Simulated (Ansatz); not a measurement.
**Fields on a plane of MgCd3 (space group P6_3/mmc)**

```yaml
crystal:
  lattice:
    - [6.26456, 0.00000, 0.00000]
    - [-3.13228, 5.42527, 0.00000]
    - [0.00000, 0.00000, 4.94385]
  atoms:
    - { symbol: Mg, position: [0.66667, 0.33333, 0.75000] }
    - { symbol: Mg, position: [0.33333, 0.66667, 0.25000] }
    - { symbol: Cd, position: [0.66582, 0.83291, 0.75000] }
    - { symbol: Cd, position: [0.33418, 0.16709, 0.25000] }
    - { symbol: Cd, position: [0.83291, 0.66582, 0.25000] }
    - { symbol: Cd, position: [0.16709, 0.33418, 0.75000] }
    - { symbol: Cd, position: [0.16709, 0.83291, 0.75000] }
    - { symbol: Cd, position: [0.83291, 0.16709, 0.25000] }
```

The slice is a (-1 2 -1 0) plane (indices of the conventional cell) through the point (0.666, 0.833, 0.750) (fractional), spanned by u = [001] and v = [210] in vectors of this cell: u (4.94 Å) and v (10.85 Å, at 90° to u). It covers one period; positions are fractions (u, v).

Atoms on it: Mg at (0.00, 0.50); Mg at (0.50, 0.83); Cd at (0.00, 0.00); Cd at (0.50, 0.33).

Level of theory: r2SCAN (plane waves to 500 eV, PAW, scalar-relativistic; Ansatz, a program for electronic structure). k mesh 9×9×10. These are valence fields of a PAW run, semicore shells included where kept as valence: close to a nucleus they are smooth pseudo fields. MgCd3 was relaxed with its symmetry unable to fall.

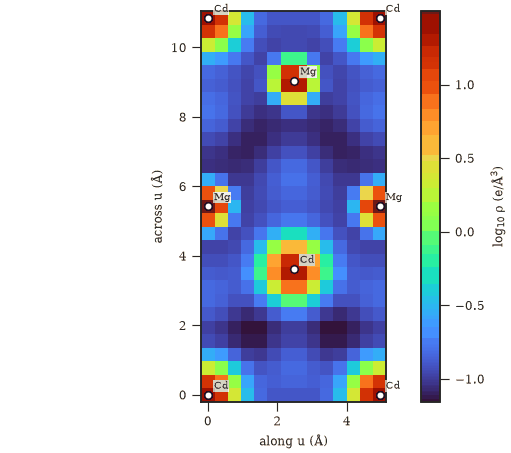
Figure. Log₁₀ of the valence density in e/Å³, one period of the plane, atoms marked. The scale is logarithmic, as a density can span decades between atoms and voids.

```
v \ u  0.00  0.15  0.31  0.46  0.62  0.77  0.92
-----  ----  ----  ----  ----  ----  ----  ----
0.96      x  0.34  0.35  0.45  0.45  0.20  0.55
0.86   0.30  0.39  0.04     x  0.34  0.36  0.33
0.75   0.24  0.30  0.25  0.03  0.05  0.33  0.25
0.64   0.31  0.27  0.25  0.26  0.26  0.24  0.30
0.54      x  0.05  0.40  0.31  0.35  0.20  0.42
0.43   0.10  0.09  0.28  0.21  0.19  0.36  0.05
0.32   0.37  0.37  0.25     x  0.52  0.22  0.38
0.21   0.18  0.19  0.18  0.17  0.18  0.19  0.18
0.11   0.18  0.18  0.22  0.18  0.20  0.20  0.17
0.00      x  0.40  0.31  0.42  0.42  0.19     x
```

Values: electron localisation function (ELF). Points within 0.5 Å of a nucleus are blanked (x), as the pseudised field means little there.
